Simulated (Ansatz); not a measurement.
# CH₄Si (singlet): the correlation ladder at distance Si1–C2 = 2.309 Å, cc-pVTZ

Aim: climb from Hartree-Fock through coupled cluster for CH₄Si (singlet) at one geometry and basis, and see what each rung misses.

Computed with Ansatz 0.2.0, Gaussian basis. Level: cc-pVTZ, core rule «outside noble gas», up to 6 orbitals frozen.

The runs, in order: UHF; CCSD(T) on RHF; CCSD(T) on UHF; BCCD(T) on RHF; CCSDT(Q) on RHF.

## 1. The geometry

The geometry derives from a PBE0/def2-TZVP stationary point (not a proven minimum). One bond is set to the value named and the two fragments are kept rigid.

6 atoms, charge 0, spin multiplicity 1.

Atoms are counted from 1 here; the program's logs count them from 0.

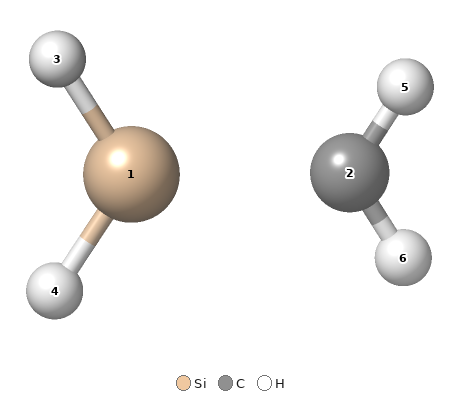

The structure; silicon light orange, carbon grey, hydrogen white; atoms are numbered from 1 in the order of the file.

In the tables R marks a restricted determinant and U an unrestricted one; energies count from the table's Hartree-Fock row.

## 2. UHF

Input file in.yaml:

```yaml
crystal:
  periodic: [false, false, false]
  atoms:
    - {symbol: Si, position_ang: [0.000000, 0.000000, 0.723855]}
    - {symbol: C, position_ang: [0.000000, 0.000000, -1.585145]}
    - {symbol: H, position_ang: [0.000000, 1.244456, 1.521594]}
    - {symbol: H, position_ang: [0.000000, -1.244456, 1.521594]}
    - {symbol: H, position_ang: [0.000000, 0.917470, -2.162063]}
    - {symbol: H, position_ang: [0.000000, -0.917470, -2.162063]}
basis:
  gaussian: {orbitals: cc-pVTZ}
magnetization: {spin_polarized: true, initial_magnetization: 0}
hamiltonian: {xc: hf}
output: {orbitals: {seedname: orbitals}}
```

Command:

```sh
$ ansatz run in.yaml --threads 1 --pin off --events-out ev --progress --plain --max-ram 4096MiB --backend cpu
```

Log:

```text
Functional definition: HF
  name "HF"
  cite "Fock, Z. Phys. 61, 126 (1930) doi:10.1007/BF01340294"
  parent pbe
  exchange = exact_x
  correlation = 0
812 factors; their error is unknown
mean field evaluation 1: about -8946.9127 eV, gradient 2.4e1 eV
mean field evaluation 2: about -8946.0917 eV, gradient 2.7e1 eV
mean field evaluation 4: about -8951.2573 eV, gradient 7.6e-1 eV
mean field evaluation 8: about -8951.2735 eV, gradient 1.1e-1 eV
mean field evaluation 16: about -8947.1191 eV, gradient 2.4e1 eV
mean field evaluation 32: about -8952.6989 eV, gradient 2.1e0 eV
mean field evaluation 64: about -8953.0187 eV, gradient 4.3e-1 eV
mean field -8953.03262647 eV, -329.0178804394 hartree, gradient 8.7e-6 eV, S^2 1.044939; 3 other end points of the search recorded, 0 dependent functions left out
reference -8953.03262647 eV, -329.0178804394 hartree; 12, 12 occupied and 108, 108 virtual orbitals, 812 factors
Total energy: -8953.03262647 eV, -329.0178804394 hartree
```

Run time: 3.1 s. Hardware: 1 thread of AMD EPYC 7R13, shared host.

From the report: ⟨S²⟩ of the determinant 1.045 (pure singlet: 0.00). The determinant of HF (⟨S²⟩ 1.04) is far from a pure spin state, so its energy mixes those of several spin states; that is harmless only where they are near-degenerate.

The unrestricted solution breaks the spin symmetry, so the restricted determinant is unstable here.

## 3. CCSD(T) on RHF

in.yaml: that of step 2 with these lines changed.

```diff
@@ -11,4 +11,4 @@
   gaussian: {orbitals: cc-pVTZ}
-magnetization: {spin_polarized: true, initial_magnetization: 0}
-hamiltonian: {xc: hf}
-output: {orbitals: {seedname: orbitals}}
+magnetization: {spin_polarized: false}
+correlation: {method: ccsd_t, electrons: outside_noble_gas}
+output: {forces: true}
```

Same command.

Log, shortened:

```text
Functional definition: HF
  name "HF"
  cite "Fock, Z. Phys. 61, 126 (1930) doi:10.1007/BF01340294"
  parent pbe
[...]
678 factors; integrals over basis functions are off by at most 1.2e-3 eV
[...]
mean field -8951.47817914 eV, -328.9607555537 hartree, gradient 6.1e-6 eV, S^2 0.000000; 1 other end points of the search recorded, 0 dependent functions left out; unrestricted orbitals would lower it
[...]
unrestricted determinant -8953.03292289 eV, -329.0178913326 hartree, S^2 1.0449
6 core orbitals not correlated: weight in the atoms' cores, before any rotation towards them, 1.000 or more for the frozen orbitals, at most 0.000 for the correlated occupied ones
reference -8951.47817914 eV, -328.9607555537 hartree; 6, 6 occupied and 108, 108 virtual orbitals, 678 factors
second order -8.85632690 eV of doubles, -0.00000000 eV of singles
cycle   1  -8.97066999 eV  change   -2.2e-1 eV  update   1.2e-1
[...]
cycle  13  -9.58903470 eV  change   -7.6e-7 eV  update   2.0e-6
perturbative correction -0.65223427 eV, -0.0239691673 hartree
WARN: these amplitudes may be one of several solutions (largest doubles amplitude 0.27, level shift 0.29 eV)
[...]
Total energy: -8961.71944811 eV, -329.3371152464 hartree
Atom 0 at     0.000000     0.000000     0.723855 Å, force    -0.000000    -0.000000    -4.691124 eV/Å
Atom 1 at     0.000000     0.000000    -1.585145 Å, force     0.000000    -0.000000     4.199121 eV/Å
Atom 2 at     0.000000     1.244456     1.521594 Å, force     0.000000     0.037259    -0.219780 eV/Å
Atom 3 at     0.000000    -1.244456     1.521594 Å, force     0.000000    -0.037259    -0.219780 eV/Å
Atom 4 at     0.000000     0.917470    -2.162063 Å, force     0.000000     0.268910     0.465782 eV/Å
Atom 5 at     0.000000    -0.917470    -2.162063 Å, force     0.000000    -0.268910     0.465782 eV/Å
Dipole moment:    -0.000000     0.000000     0.095208 e Å
```

Wall time 34 s (1 thread of AMD EPYC 7R13, shared host); peak memory 0.77 GiB.

From the report: correlation -10.2413 eV; T1 0.025; largest double amplitude 0.27. The report flags that the cluster equations may have other roots.

## 4. CCSD(T) on UHF

in.yaml: that of step 3 with these lines changed.

```diff
@@ -11,3 +11,3 @@
   gaussian: {orbitals: cc-pVTZ}
-magnetization: {spin_polarized: false}
+magnetization: {spin_polarized: true, initial_magnetization: 0}
 correlation: {method: ccsd_t, electrons: outside_noble_gas}
```

Command:

```sh
$ ansatz run in.yaml --threads 2 --pin off --events-out ev --progress --plain --max-ram 24576MiB --backend cuda --devices 0, --max-vram 18GiB
```

Log, shortened:

```text
Functional definition: HF
  name "HF"
  cite "Fock, Z. Phys. 61, 126 (1930) doi:10.1007/BF01340294"
  parent pbe
[...]
678 factors; integrals over basis functions are off by at most 1.2e-3 eV
[...]
mean field -8953.03292289 eV, -329.0178913326 hartree, gradient 1.4e-6 eV, S^2 1.044938; 8 other end points of the search recorded, 0 dependent functions left out
determinant -8953.03292289 eV, -329.0178913326 hartree, with singles and doubles -8961.25027463 eV, -329.3198734390 hartree
determinant -8949.99549648 eV, -328.9062679709 hartree, with singles and doubles -8958.52526561 eV, -329.2197312046 hartree
determinant -8951.47817914 eV, -328.9607555537 hartree, with singles and doubles -8961.26104314 eV, -329.3202691744 hartree
determinant -8953.03292289 eV, -329.0178913326 hartree, with singles and doubles -8961.15752874 eV, -329.3164650903 hartree
[...]
cycle   1  -8.12460613 eV  change   -2.8e-7 eV  update   2.2e-6
cycle   2  -8.12460518 eV  change    9.4e-7 eV  update   1.4e-6
perturbative correction -0.37252177 eV, -0.0136899226 hartree
WARN: the results are in doubt because among natural orbitals full CI differs from the method by -0.090 eV
[...]
Total energy: -8961.53004985 eV, -329.3301549886 hartree
Atom 0 at     0.000000     0.000000     0.723855 Å, force    -0.000000    -0.000000    -4.688692 eV/Å
Atom 1 at     0.000000     0.000000    -1.585145 Å, force    -0.000000    -0.000000     4.223293 eV/Å
Atom 2 at     0.000000     1.244456     1.521594 Å, force    -0.000000     0.034674    -0.235292 eV/Å
Atom 3 at     0.000000    -1.244456     1.521594 Å, force     0.000000    -0.034674    -0.235292 eV/Å
Atom 4 at     0.000000     0.917470    -2.162063 Å, force     0.000000     0.245151     0.467992 eV/Å
Atom 5 at     0.000000    -0.917470    -2.162063 Å, force    -0.000000    -0.245151     0.467992 eV/Å
Dipole moment:     0.000000     0.000000     0.088576 e Å
In doubt: among natural orbitals full CI differs from the method by -0.090 eV
```

Run time: 23 s. Hardware: 1 × H100 (card shared with other runs) with 2 threads of AMD EPYC 7R13, shared host; peak host memory 1.1 GiB.

From the report: ⟨S²⟩ of the determinant 1.045 (pure singlet: 0.00); correlation -8.4971 eV; T1 0.053; largest double amplitude 0.13. The determinant of CCSD(T) (⟨S²⟩ 1.04) is far from a pure spin state, so its energy mixes those of several spin states; high orders of coupled cluster remove much of that, low ones don't. Mind the lines of doubt at the end of the log.

## 5. BCCD(T) on RHF

in.yaml: that of step 4 with these lines changed.

```diff
@@ -11,4 +11,3 @@
   gaussian: {orbitals: cc-pVTZ}
-magnetization: {spin_polarized: true, initial_magnetization: 0}
-correlation: {method: ccsd_t, electrons: outside_noble_gas}
-output: {forces: true}
+magnetization: {spin_polarized: false}
+correlation: {method: bccd_t, electrons: outside_noble_gas}
```

Same command.

Log, shortened:

```text
Functional definition: HF
  name "HF"
  cite "Fock, Z. Phys. 61, 126 (1930) doi:10.1007/BF01340294"
  parent pbe
[...]
678 factors; integrals over basis functions are off by at most 1.2e-3 eV
[...]
mean field -8951.47817914 eV, -328.9607555537 hartree, gradient 6.2e-6 eV, S^2 0.000000; 1 other end points of the search recorded, 0 dependent functions left out; unrestricted orbitals would lower it
[...]
unrestricted determinant -8953.03292289 eV, -329.0178913325 hartree, S^2 1.0449
6 core orbitals not correlated: weight in the atoms' cores, before any rotation towards them, 1.000 or more for the frozen orbitals, at most 0.000 for the correlated occupied ones
reference -8951.47817914 eV, -328.9607555537 hartree; 6, 6 occupied and 108, 108 virtual orbitals, 678 factors
second order -8.85632690 eV of doubles, -0.00000000 eV of singles
cycle   1  -8.97789531 eV  change   -2.2e-1 eV  update   1.2e-1
[...]
cycle  12  -9.55316566 eV  change    6.5e-6 eV  update   8.2e-6
perturbative correction -0.68585602 eV, -0.0252047438 hartree
WARN: these amplitudes may be one of several solutions (largest doubles amplitude 0.27, level shift 0.29 eV)
Total energy: -8961.71720082 eV, -329.3370326600 hartree
```

Wall time 12 s (1 × H100 (card shared with other runs) with 2 threads of AMD EPYC 7R13, shared host); peak host memory 0.8 GiB.

From the report: correlation -10.2390 eV; largest double amplitude 0.27. The report flags that the cluster equations may have other roots.

## 6. CCSDT(Q) on RHF

in.yaml: that of step 5 with these lines changed.

```diff
@@ -12,2 +12,2 @@
 magnetization: {spin_polarized: false}
-correlation: {method: bccd_t, electrons: outside_noble_gas}
+correlation: {method: ccsdt_q, electrons: outside_noble_gas}
```

Same command.

Log, shortened:

```text
Functional definition: HF
  name "HF"
  cite "Fock, Z. Phys. 61, 126 (1930) doi:10.1007/BF01340294"
  parent pbe
[...]
1526 factors; integrals over basis functions are off by at most 2.4e-7 eV
[...]
mean field -8951.47817975 eV, -328.9607555761 hartree, gradient 1.4e-6 eV, S^2 0.000000; 1 other end points of the search recorded, 0 dependent functions left out; unrestricted orbitals would lower it
[...]
unrestricted determinant -8953.03293273 eV, -329.0178916940 hartree, S^2 1.0449
6 core orbitals not correlated: weight in the atoms' cores, before any rotation towards them, 1.000 or more for the frozen orbitals, at most 0.000 for the correlated occupied ones
reference -8951.47817975 eV, -328.9607555761 hartree; 6, 6 occupied and 108, 108 virtual orbitals, 1526 factors
second order -8.85638416 eV of doubles, -0.00000000 eV of singles
cycle   1  -8.97063392 eV  change   -2.2e-1 eV  update   1.4e-1
[...]
cycle  19  -10.25593011 eV  change   -4.8e-7 eV  update   3.1e-7
perturbative correction -0.08275017 eV, -0.0030410126 hartree
WARN: these amplitudes may be one of several solutions (largest doubles amplitude 0.35, level shift 0.29 eV)
Total energy: -8961.81686003 eV, -329.3406950684 hartree
```

It took 24 s on 1 × H100 (card shared with other runs) with 2 threads of AMD EPYC 7R13, shared host; peak host memory 0.84 GiB.

From the report: correlation -10.3387 eV; T1 0.028; largest double amplitude 0.35. The report flags that the cluster equations may have other roots.

## 7. All levels against the top one

No level here is safe as a reference; RCCSDT(Q) serves as a yardstick only. Rows without a time are mean-field rows or come out of runs for another level: lower rungs of the coupled-cluster runs, or the Hartree-Fock search. The times of RCCSD(T), UCCSD(T) include forces.

Differences are taken before rounding.

```
   method  energy from the lowest RHF (meV)  from RCCSDT(Q) (meV)        time
      RHF                               0.0              +10338.7            
      UHF                           -1554.7               +8783.9            
     RMP2                           -8856.3               +1482.4            
     UMP2                           -8383.3               +1955.4            
    RCCSD                           -9589.0                +749.6            
    UCCSD                           -9679.3                +659.3            
 RCCSD(T)                          -10241.3                 +97.4        34 s
 UCCSD(T)                          -10051.9                +286.8  23 s (GPU)
  BCCD(T)                          -10239.0                 +99.7  12 s (GPU)
   RCCSDT                          -10255.9                 +82.8            
RCCSDT(Q)                          -10338.7                     0  24 s (GPU)
```

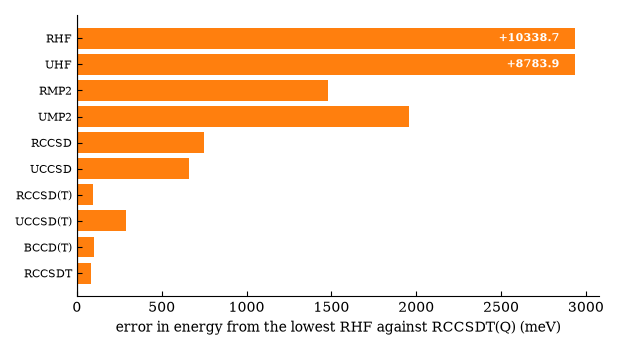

How far each level lands from RCCSDT(Q). Bars with a number in them are cut short.

Some runs used a GPU and others CPU threads alone; cost is compared among the GPU runs only.

The program flags RCCSD(T), UCCSD(T), BCCD(T), RCCSDT(Q) as in doubt (see the logs), so the zero of the table is itself unsure.

## 8. What came out

| quantity | value |
| --- | --- |
| RCCSDT(Q) from the RHF energy | -10.3387 eV |
| RMP2 from RCCSDT(Q) | +1482.4 meV |
| UMP2 from RCCSDT(Q) | +1955.4 meV |
| RCCSD from RCCSDT(Q) | +749.6 meV |
| RCCSD(T) from RCCSDT(Q) | +97.4 meV |
| UCCSD(T) from RCCSDT(Q) | +286.8 meV |
| T1 diagnostic | 0.025 |

RCCSD(T) lands +97.4 meV from the yardstick (0.9 % of the correlation energy). CCSD(T) misses by +97.4 meV on the restricted determinant and by +286.8 meV on the unrestricted one; the two need not hold the same state or core. Warnings: restricted reference is unstable; spin contamination; large T1 diagnostic.
